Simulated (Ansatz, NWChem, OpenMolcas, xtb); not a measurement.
## Loss of F2: BHF2 → BH + F2

Species: BHF2 `FBF`, singlet; BH, singlet; F2 (fluorine), singlet. 

Shapes, held fixed at every level: PBE0-D4/def2-TZVP; BH at the measured bond length. Programs: Ansatz 0.2.0, NWChem 7.3.0, OpenMolcas 26.06, xtb 6.7.1. A level may come from different programs for different species; with the same settings they agree closely. Electronic energies: no zero-point or thermal term.

```tsv
level	kind	ΔE (kJ/mol)
GFN0-xTB	semi-empirical	+841.3
HF/STO-3G	Hartree–Fock	+1066.4
HF/3-21G	Hartree–Fock	+1154.0
HF/def2-SVP	Hartree–Fock	+1245.2
B3LYP/6-31G* (spherical functions)	global hybrid	+1208.0
PBE0/def2-SVP	global hybrid	+1242.1
```

PBE0/def2-SVP gives ΔE = +1242.1 kJ/mol; the levels span +841.3 to +1245.2. GFN0-xTB strays far from the other rows. The median of the levels is +1181.0. No measured value is set beside it here. Rows in sets without polarisation functions are far from converged.

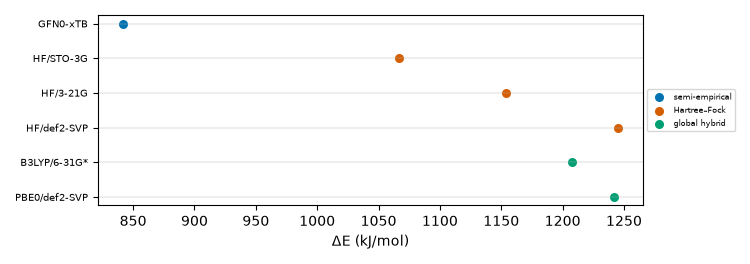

The values of the table, level by level.
